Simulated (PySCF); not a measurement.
## Excited-state calculation, with input and output: C$_{2}$H$_{9}$AsSi

- system: C$_{2}$H$_{9}$AsSi
- method: TDDFT PBE0/def2-SVPD, vertical, gas phase, core orbitals frozen in the response (PySCF 2.14.0)

The geometry comes from this level: GFN2-xTB.

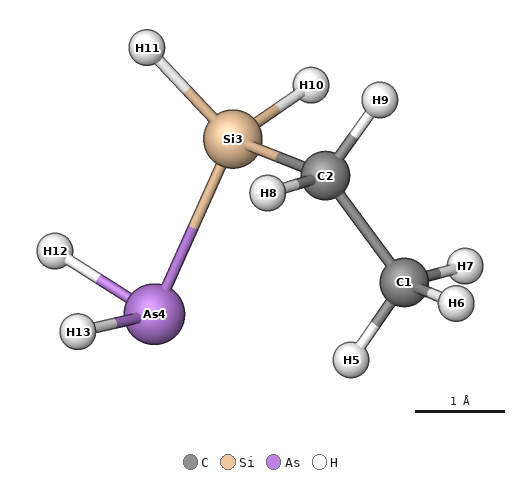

**Figure 1.** The structure as given in the input (ball-and-stick view, seen at a tilt; atoms are numbered from 1 in the order of the input). Bond lengths as drawn: As–H 1.50 Å, As–Si 2.33 Å, C–C 1.52 Å, C–H 1.09 Å, C–Si 1.91 Å and H–Si 1.47 to 1.48 Å.

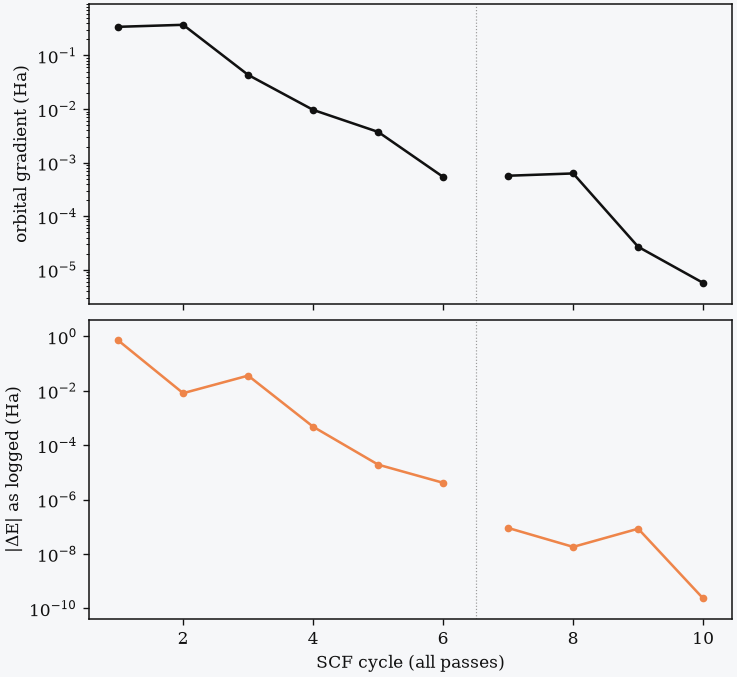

**Figure 2.** Convergence of the self-consistent field: orbital gradient and size of the energy change against the SCF cycle. The dotted line marks the change from a coarse to the final integration grid. The first 6 cycles use a coarse grid, the final grid takes over at cycle 7, and the field converges after 10 cycles in all.

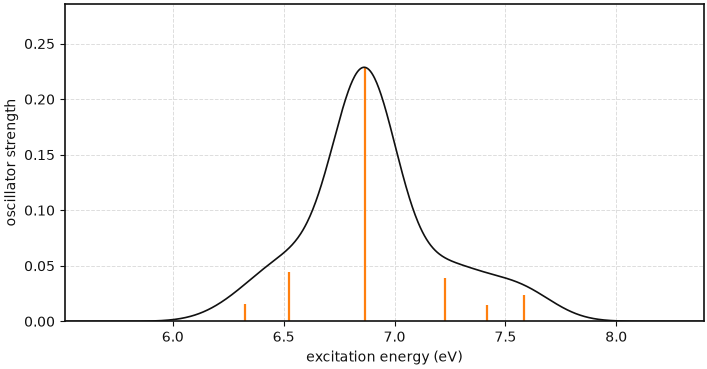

**Figure 3.** Computed excitations as sticks (degenerate states added up, dark ones marked on the axis), with a Gaussian envelope of 0.35 eV full width at half maximum, scaled to the tallest. Of the 6 states the lowest lies at 6.32 eV (f = 0.016); the strongest line is at 6.86 eV, or 181 nm (f = 0.229).

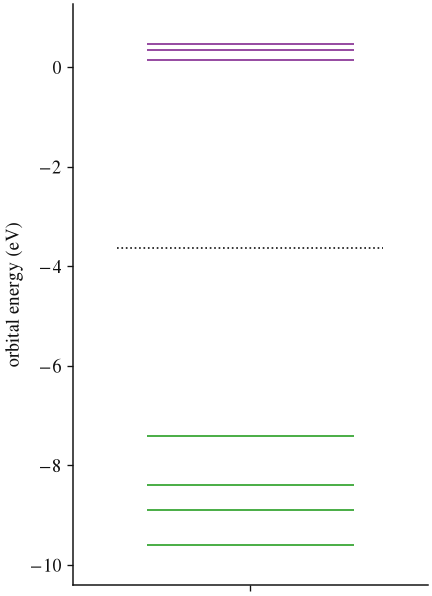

**Figure 4.** Orbital energies near the frontier; the dotted line parts filled from empty levels, and levels within 0.02 eV of each other stand side by side. Highest filled −7.42 eV, lowest empty 0.14 eV, 7.56 eV apart.

The input that produced these results follows, with the program's output.

### Input
```
{"job": {"kind": "uv", "xc": "PBE0", "basis": "def2-SVPD", "nstates": 6, "ntriplets": 2}, "charge": 0, "multiplicity": 1}
C     -1.466869     0.170705    -1.120596
C     -1.016445    -0.309104     0.251877
Si     0.848751    -0.720620     0.281287
As     1.996728     0.986532    -0.811514
H     -0.912284     1.067356    -1.411793
H     -2.528383     0.414646    -1.128384
H     -1.289287    -0.597386    -1.871714
H     -1.237725     0.463771     0.990719
H     -1.596833    -1.186382     0.536389
H      1.051960    -1.991889    -0.439732
H      1.229970    -0.966851     1.682725
H      3.272003     0.681195    -0.088465
H      1.644024     1.988515     0.250226
```

The first line tells a small driver script what to run in PySCF; the rest is the geometry in Å.

Run as:
```bash
OMP_NUM_THREADS=1 python <driver script> task.json out
```

### Output
```
coarse grid: 46352 points
cycle   1  E = -2606.0573591473  dE = -7.130e-01  |g| = 3.423e-01  |ddm| = 4.316e+00
cycle   2  E = -2606.0492201479  dE =  8.139e-03  |g| = 3.732e-01  |ddm| = 8.659e-01
cycle   3  E = -2606.0852288109  dE = -3.601e-02  |g| = 4.338e-02  |ddm| = 4.418e-01
cycle   4  E = -2606.0857036555  dE = -4.748e-04  |g| = 9.650e-03  |ddm| = 7.193e-02
cycle   5  E = -2606.0857228178  dE = -1.916e-05  |g| = 3.747e-03  |ddm| = 1.905e-02
cycle   6  E = -2606.0857269394  dE = -4.122e-06  |g| = 5.423e-04  |ddm| = 6.417e-03
final grid: 95768 points
cycle   7  E = -2606.0856609056  dE = -9.001e-08  |g| = 5.708e-04  |ddm| = 6.750e-03
cycle   8  E = -2606.0856608874  dE =  1.813e-08  |g| = 6.299e-04  |ddm| = 1.539e-03
cycle   9  E = -2606.0856609719  dE = -8.451e-08  |g| = 2.693e-05  |ddm| = 8.090e-04
cycle  10  E = -2606.0856609722  dE = -2.301e-10  |g| = 5.715e-06  |ddm| = 5.506e-05
converged SCF energy = -2606.0856609722

Static polarisability (au): isotropic 85.860, principal 73.529 85.199 98.850

Singlet excitations
state   eV       nm        f      main configurations
  1   6.3248    196.0   0.01599   H->L 0.60, H->L+1 0.18, H->L+2 0.18
  2   6.5259    190.0   0.04454   H->L+1 0.80, H->L 0.14
  3   6.8649    180.6   0.22870   H->L+2 0.69, H->L 0.21
  4   7.2259    171.6   0.03894   H->L+3 0.87
  5   7.4172    167.2   0.01491   H-1->L 0.92
  6   7.5827    163.5   0.02337   H->L+4 0.74, H-1->L+2 0.11

Triplet excitations (Tamm-Dancoff, eV): 5.5563 5.6671
```

### Key numbers

| quantity | value |
| --- | --- |
| outcome | converged |
| total energy | −2606.085661 hartree |
| HOMO | −7.42 eV |
| LUMO | 0.14 eV |
| dipole moment | 0.76 D |
| mean polarisability | 85.86 a.u. |
| lowest singlet excitation | 6.32 eV |
| hardware | 1 CPU thread, shared host |
| wall time | 49 s |
| peak memory | 0.72 GiB |

### Remarks

Spin–orbit coupling is left out, which matters for the heavy atoms.
